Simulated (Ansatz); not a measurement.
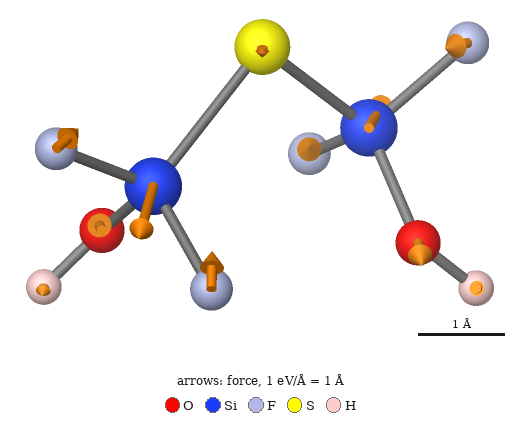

Starting geometry of Si₂H₂SO₂F₄ with the computed forces as orange arrows. Style: ball-and-stick. Shown at a tilt.

The start comes from GFN2-xTB.

The calculation used RKS PBE0-D4/def2-TZVP (Ansatz 0.2.0). Settings: force threshold 0.005 eV/Å; at most 150 steps.

Question: Is this structure relaxed? If not, where do the atoms go?

Answer: It isn't relaxed: the largest force vector, on Si atoms, is 1.25 eV/Å. The final displacements have little in common with the starting forces (cosine between the two patterns 0.08). The largest moves after the best rigid fit, 0.84 Å, are those of H atoms. By element the largest moves are H 0.84 Å, F 0.39 Å, O 0.30 Å, Si 0.07 Å, S 0.04 Å. Some distances before and after: O–Si 1.596 → 1.614 Å, F–Si 1.595 → 1.580 Å, S–Si 2.109 → 2.104 Å. Among the angles between lasting bonds that change: Si–O–H 124.2° → 118.9°, F–Si–F 101.8° → 105.5°, F–Si–S 109.3° → 105.5°. Groups turn about O–Si by about 35°, O–Si by about 35°. The energy falls by 12.9 kJ/mol in 14 geometry steps. Largest force component: 1 eV/Å at the start, 0.002 eV/Å at the end.
